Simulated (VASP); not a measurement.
Energy against volume of Ge (diamond). Level of theory: MS2 meta-GGA, VASP's PBE PAW potentials (set 64) (plane waves; VASP).

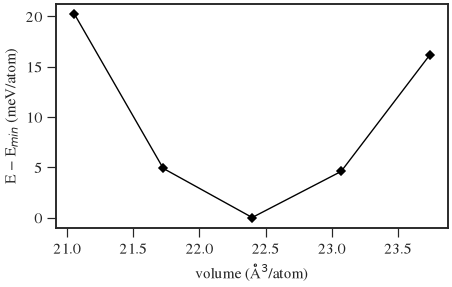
*Energy against volume*

**Question.** Estimate the equilibrium volume and the bulk modulus.

**Answer.** The minimum lies near 22.4 Å³/atom, and the curvature gives B0 of about 71 GPa.

Measured: bulk modulus 77.3 GPa at 0 K (computed value off by -7.9 %), as given by Tanner et al., (2021), arXiv:2110.11888 [low-temperature value with the zero-point effect removed]; a 5.644 Å at 0 K (computed value off by -0.1 %), as given by Daniel Mejia-Rodriguez et al., Physical Review B (2018), arXiv:1807.09216 [static lattice: zero-point anharmonic expansion removed].

The compound is Ge in the diamond structure. It was relaxed first.
